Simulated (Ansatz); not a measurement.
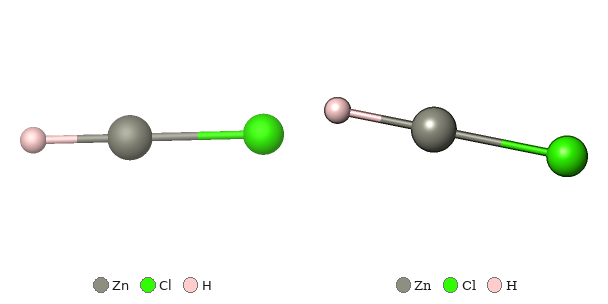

Both panels show the same species.

Description:

It has 3 atoms: 1 chlorine, 1 hydrogen and 1 zinc (ClHZn). The point group is C∞v. All atoms lie on one line. Coordination: 1 Zn linear.

The parts below concern this one geometry. Atoms keep their numbers from picture to picture. The geometry was computed by an optimisation with PBE0-D4/def2-TZVP.

### Dipole moment

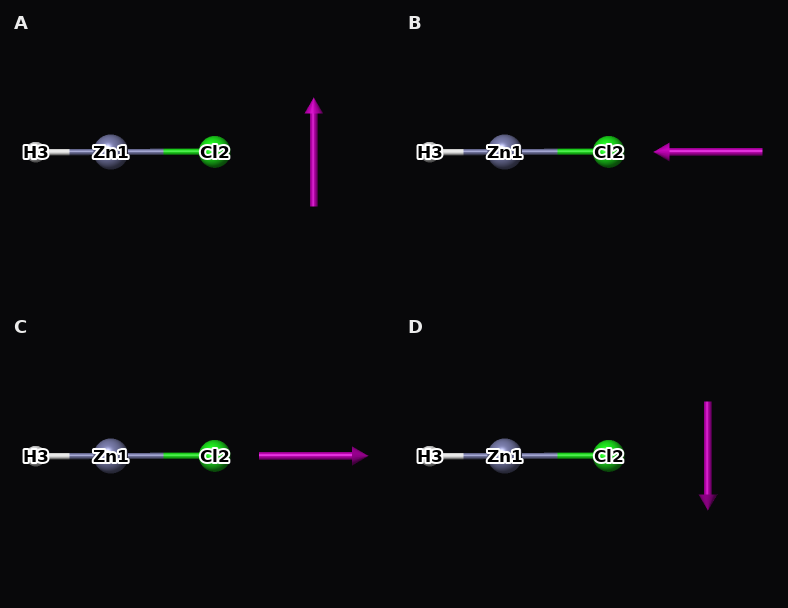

The same molecule four times, each with an arrow. Level of theory: RKS PBE0-D4/def2-TZVP (Ansatz 0.2.0).

> Which arrow points along the dipole moment, from the negative to the positive end?

B. The dipole moment is 1.75 D; it points from the side of Cl2 to the side of H3 (the outermost atoms at the two ends).

### Vibrations

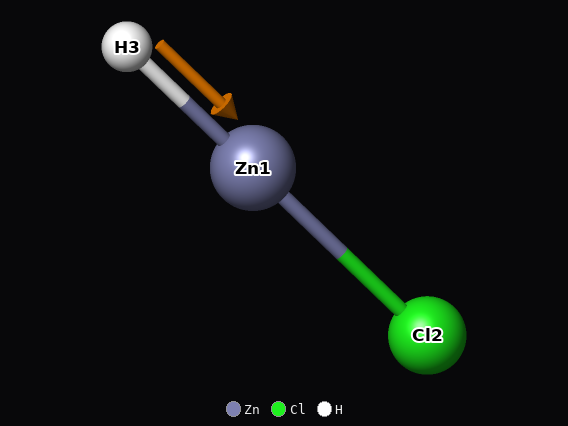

The arrows show one normal mode. Harmonic vibrations computed with RKS PBE0-D4/def2-TZVP (Ansatz 0.2.0) at a stationary point of the same level.

> What kind of motion is it?

Mostly Zn–H stretching.

> At what wavenumber does it lie?

1978 cm⁻¹; it is mode 4 of 4 counted from the lowest.

### Charges

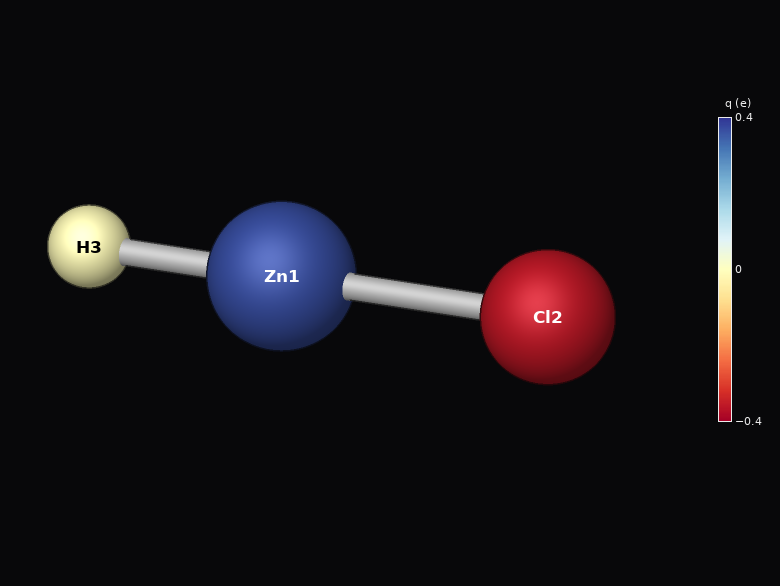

Atoms are coloured by their Mulliken charges. Method: RKS PBE0-D4/def2-TZVP (Ansatz 0.2.0).

Give the Mulliken charges atom by atom.

| atom | value (e) |
| --- | --- |
| Zn1 | 0.37 |
| Cl2 | −0.36 |
| H3 | −0.01 |

Mulliken values depend strongly on the basis set and can even reverse the polarity of a bond.
